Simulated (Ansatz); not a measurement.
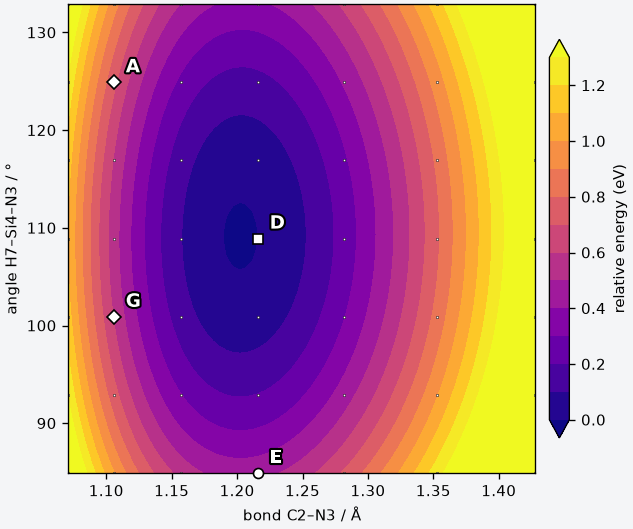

CH3NOSi, SMILES O=C=N[SiH3]. 
- Two internal coordinates are moved rigidly from the geometry relaxed at PBE0-D4/def2-TZVP, all others fixed.
- Coordinates scanned: (1) bond C2–N3; (2) angle H7–Si4–N3.
- The grid has 7 × 7 points.
- Points are written as (first, second).
- Energies: eV, counted from the lowest grid point.
- Method: RKS PBE-D4/def2-TZVPP (Ansatz).

The picture shows filled contours, dots at the grid points, one colour for all values above the top of the scale, lettered points. Between grid points the surface is interpolated.

Q: Is G the lowest point of the computed grid?

A: No. G lies 0.59 eV above the lowest grid point, which is at (1.216 Å, 108.9°).

Q: What kind of point is each of A, D, G: minimum, saddle, maximum or slope?

A: A: on a slope; D: minimum; G: on a slope. (In these two coordinates alone; a stationary point may lie a little off the grid point.)
